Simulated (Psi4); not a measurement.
# GeSe (Germanium monoselenide): M06-L/jun-cc-pVDZ (sweep point 2)

What is the vertical ionisation energy of GeSe (Germanium monoselenide) at M06-L/jun-cc-pVDZ (sweep point 2)? 

Program for the calculation: Psi4 1.11.

## Step 1: The system as given

GeSe has 2 atoms, charge 0, and is taken as a singlet. SMILES: `[Ge-]#[Se+]`. The bond length is the measured one.

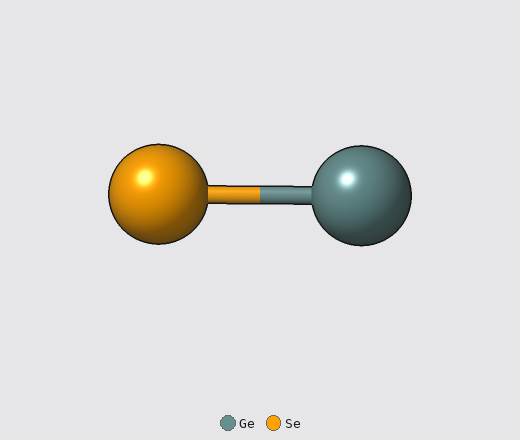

The structure, seen from a chosen angle (germanium teal, selenium orange).

## Step 2: A single-point energy at M06-L/jun-cc-pVDZ (sweep point 2)

File job.inp:

```
memory 1600 mb

molecule geom {
  0 1
  Ge     0.000000     0.000000     0.000000
  Se     0.000000     0.000000     2.134629
  units angstrom
  symmetry c1
}

set globals {
  puream true
  scf_type pk
  dft_radial_points 99
  dft_spherical_points 590
}

energy('m06-l/jun-cc-pVDZ')
print_variables()
```

On the command line:

```sh
psi4 -n 1 job.inp job.out
```

job.out:

```text
[...]
  Running in c1 symmetry.
[...]
  Nuclear repulsion =  269.716566770600423
[...]
  Multiplicity = 1
[...]
  Nalpha       = 33
  Nbeta        = 33
[...]
    Number of basis functions: 62
[...]
   @RKS iter   1: -4477.72041675591390   -5.28940e+00   1.97291e-02 DIIS/ADIIS
[...]
   @RKS iter   9: -4478.39556972342780   -9.78625e-08   5.69970e-07 DIIS
[...]
    Orbital Energies [Eh]
    ---------------------
    Doubly Occupied:
       1A   -453.235181     2A   -398.165269     3A    -58.011441
       4A    -51.957025     5A    -51.957025     6A    -51.956371
       7A    -49.760743     8A    -44.182211     9A    -44.182211
      10A    -44.179785    11A     -7.840511    12A     -6.269728
      13A     -5.726198    14A     -5.726198    15A     -5.725546
      16A     -4.392951    17A     -4.392951    18A     -4.385879
      19A     -2.036465    20A     -2.036458    21A     -2.036456
      22A     -2.035921    23A     -2.035921    24A     -1.177284
      25A     -1.177284    26A     -1.172962    27A     -1.172613
      28A     -1.172613    29A     -0.647932    30A     -0.423437
      31A     -0.249133    32A     -0.246270    33A     -0.246270
[...]
  @RKS Final Energy: -4478.39556972342780
   => Energetics <=
    Nuclear Repulsion Energy =            269.7165667706004228
    One-Electron Energy =               -6775.1881471589222201
    Two-Electron Energy =                2193.0606299211349324
    DFT Exchange-Correlation Energy =    -165.9846192562411318
    Empirical Dispersion Energy =           0.0000000000000000
    VV10 Nonlocal Energy =                  0.0000000000000000
    Total Energy =                      -4478.3955697234277977
[...]
 Multipole Moments:
 ------------------------------------------------------------------------------------
     Multipole            Electronic (a.u.)      Nuclear  (a.u.)        Total (a.u.)
 ------------------------------------------------------------------------------------
 L = 1.  Multiply by 2.5417464519 to convert [e a0] to [Debye]
 Dipole X            :         -0.0000000            0.0000000           -0.0000000
 Dipole Y            :         -0.0000000            0.0000000           -0.0000000
 Dipole Z            :          0.4889473           -1.1539755           -0.6650282
 Magnitude           :                                                    0.6650282
[...]
```

It took 16 s on 1 thread of Intel Xeon 6975P-C (Granite Rapids), shared host; peak memory 0.88 GiB.

## Step 3: The doublet cation at the same level

File calc.inp:

```
memory 1600 MB

molecule system {
  1 2
  Ge     0.000000     0.000000     0.000000
  Se     0.000000     0.000000     2.134629
  symmetry c1
}

set {
  reference            uks
  puream               true
  scf_type             pk
  dft_radial_points    99
  dft_spherical_points 590
  maxiter              150
}

e_tot, wfn = energy('m06-l/jun-cc-pVDZ', return_wfn=True)
```

On the command line:

```sh
psi4 -n 1 calc.inp calc.out
```

calc.out:

```text
[...]
  Running in c1 symmetry.
[...]
  Nuclear repulsion =  269.716566770600423
[...]
  Multiplicity = 2
[...]
  Nalpha       = 33
  Nbeta        = 32
[...]
    Number of basis functions: 62
[...]
   @UKS iter   1: -4477.49816309024754   -5.06715e+00   1.87879e-02 ADIIS/DIIS
[...]
   @UKS iter  11: -4478.03597507220366   -1.40783e-07   7.86614e-07 DIIS
[...]
   @S^2 Observed:                7.534480064E-01
[...]
    Orbital Energies [Eh]
    ---------------------
    Alpha Occupied:
       1A   -453.516434     2A   -398.425976     3A    -58.292077
       4A    -52.241152     5A    -52.236555     6A    -52.236405
       7A    -50.020705     8A    -44.443041     9A    -44.441809
      10A    -44.439545    11A     -8.122309    12A     -6.530620
      13A     -6.017112    14A     -6.004233    15A     -6.002602
      16A     -4.656547    17A     -4.652087    18A     -4.645800
      19A     -2.325628    20A     -2.322700    21A     -2.321306
      22A     -2.311895    23A     -2.311371    24A     -1.439482
      25A     -1.438855    26A     -1.435359    27A     -1.432706
      28A     -1.431385    29A     -0.939049    30A     -0.680227
      31A     -0.537818    32A     -0.502895    33A     -0.493695
[...]
  @UKS Final Energy: -4478.03597507220366
   => Energetics <=
    Nuclear Repulsion Energy =            269.7165667706004228
    One-Electron Energy =               -6757.3975583827141236
    Two-Electron Energy =                2175.4063214275311111
    DFT Exchange-Correlation Energy =    -165.7613048876206960
    Empirical Dispersion Energy =           0.0000000000000000
    VV10 Nonlocal Energy =                  0.0000000000000000
    Total Energy =                      -4478.0359750722036551
[...]
 Multipole Moments:
 ------------------------------------------------------------------------------------
     Multipole            Electronic (a.u.)      Nuclear  (a.u.)        Total (a.u.)
 ------------------------------------------------------------------------------------
 L = 1.  Multiply by 2.5417464519 to convert [e a0] to [Debye]
 Dipole X            :          0.0000000            0.0000000            0.0000000
 Dipole Y            :         -0.0000000            0.0000000           -0.0000000
 Dipole Z            :          0.5034820           -1.1539755           -0.6504934
 Magnitude           :                                                    0.6504934
[...]
```

It took 18 s on 1 thread of Intel Xeon 6975P-C (Granite Rapids), shared host; peak memory 0.88 GiB.

## Step 4: Results

Level: M06-L/jun-cc-pVDZ (sweep point 2).

| quantity | value |
| --- | --- |
| singlet GeSe: total energy | -4478.39557 Eh |
| singlet GeSe: dipole moment | 1.69 D |
| singlet GeSe: HOMO energy | -6.70 eV |
| singlet GeSe: LUMO energy | -2.93 eV |
| singlet GeSe: HOMO–LUMO gap | 3.77 eV |
| doublet cation: total energy | -4478.03598 Eh |
| doublet cation: HOMO energy (highest over α and β) | -13.19 eV |
| doublet cation: LUMO energy (lowest over α and β) | -12.91 eV |
| doublet cation: ⟨S²⟩ | 0.753 |
| vertical ionisation energy (to the doublet cation) | 9.785 eV |

What this shows: Removing an electron at fixed nuclei costs 9.79 eV (226 kcal/mol). −ε(HOMO) before ionisation, 6.70 eV, is 3.08 eV below this ionisation energy.
